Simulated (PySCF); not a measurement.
CoBr (charge −1, quartet)

```xyz
2

Co    0.0000    0.0000   -1.3826
Br    0.0000    0.0000    1.0324
```

All numbers below come from PBE0/def2-TZVPPD, non-relativistic Hamiltonian with scalar-relativistic core potentials where named, at a bond length of 2.415 Å (PySCF).

What will maps of the electron density, electron localisation function and spin density show?

Co–Br (2.41 Å): ρ is about 0.48 e/Å³ halfway, with its minimum of 0.43 e/Å³ about 1.1 Å from Co; the ELF peaks at about 0.80 in the valence shell of Br, 1.0 Å from its nucleus, and is about 0.50 at the midpoint.
The unpaired spin (3 electrons) lies mostly on Co1 (about 2.9) and Br2 (about 0.1), in electrons by Hirshfeld's partition.

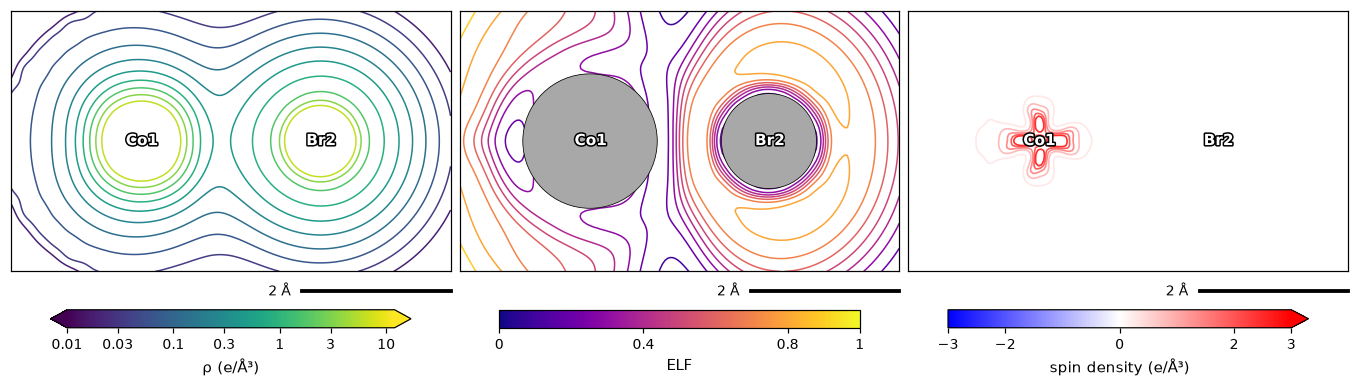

Computed electron density, electron localisation function and spin density on a plane that holds the molecular axis, in this order. Grey discs cover the atomic cores in the ELF map. 
